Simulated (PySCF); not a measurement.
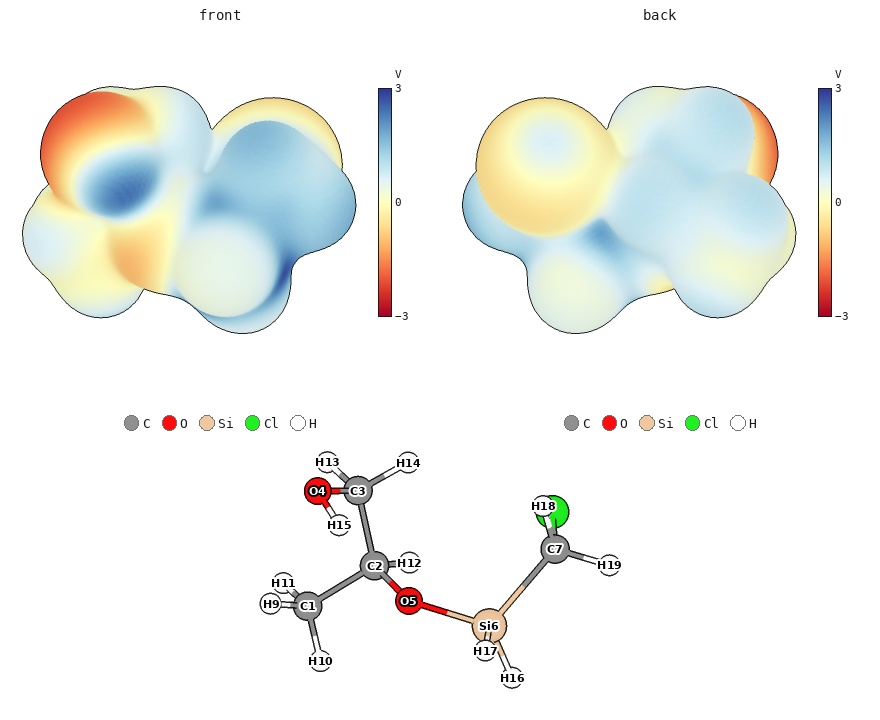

The picture shows: C4H11ClO2Si. The electrostatic potential painted on the density surface at 0.004 e/bohr³, seen from the front and from behind; the colour scale runs from red (negative) to blue (positive). The bare structure is drawn below in the same view.

Geometry: GFN2-xTB.

Level of theory: PBE0/pcSseg-1, SCF density, gas phase, non-relativistic (PySCF).

The calculation's input:

```
{"job": {"kind": "nmr", "xc": "PBE0", "basis": "pcSseg-1"}, "charge": 0, "multiplicity": 1}
C     -1.774538    -1.516185     0.475705
C     -0.747831    -0.584203    -0.154071
C     -1.409792     0.651496    -0.782300
O     -2.068057     1.429505     0.179641
O      0.126766    -0.119228     0.858089
Si     1.732707    -0.053638     0.961962
C      2.519999     0.962190    -0.463227
Cl     2.179453     0.162010    -2.029225
H     -2.411748    -0.955903     1.155476
H     -1.267920    -2.300845     1.031482
H     -2.389376    -1.965030    -0.299037
H     -0.180488    -1.113466    -0.926739
H     -2.159899     0.347987    -1.514483
H     -0.634508     1.241800    -1.292636
H     -1.466406     1.518938     0.930956
H      2.354949    -1.375970     0.911028
H      1.867901     0.676923     2.213271
H      2.117305     1.970178    -0.542901
H      3.601678     1.032691    -0.385849
```

Command:

```sh
OMP_NUM_THREADS=1 python probes_run.py task.json out
```

Describe the electrostatic potential map.

The most negative region (about −2.0 V, or −46 kcal/mol for a unit charge) lies over O4, the most positive (about +2.4 V, or +55 kcal/mol for a unit charge) over Si6 and H15. Cl8 shows a σ-hole: about +0.6 V, or +14 kcal/mol for a unit charge at the tip opposite its bond, against about −0.2 V on its flanks. O4 is the likeliest acceptor of a hydrogen bond.
